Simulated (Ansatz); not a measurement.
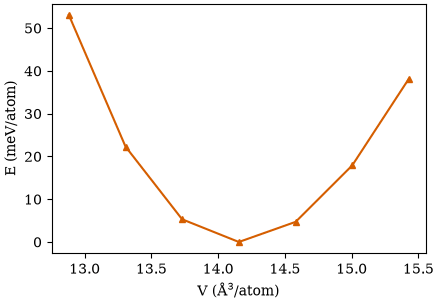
*NiGe in space group I4_1md (No. 109; Ni on 4a, Ge on 4a) under volume change, plane-wave PAW PBE (Ansatz code), shape and atoms relaxed at each volume.*

Question: What does a third-order Birch–Murnaghan fit give for V₀, B₀ and B′?

Answer: V₀ = 14.16 Å³/atom, B₀ = 125 GPa, B′ = 4.5.

A made-up cell: these elements were put on the sites of a structure type; neither database checked (COD, Materials Project) lists it. COD files the formula under space group No. 62, so this cell is another polymorph or a model. Whether it is the stable phase at ambient conditions was not checked. Symmetry was held in the PBE relaxation; whether a distortion lowers the energy is not shown. The workflow began spin-polarised and lost its moments.

Potentials: the later of the program's two PAW sets.
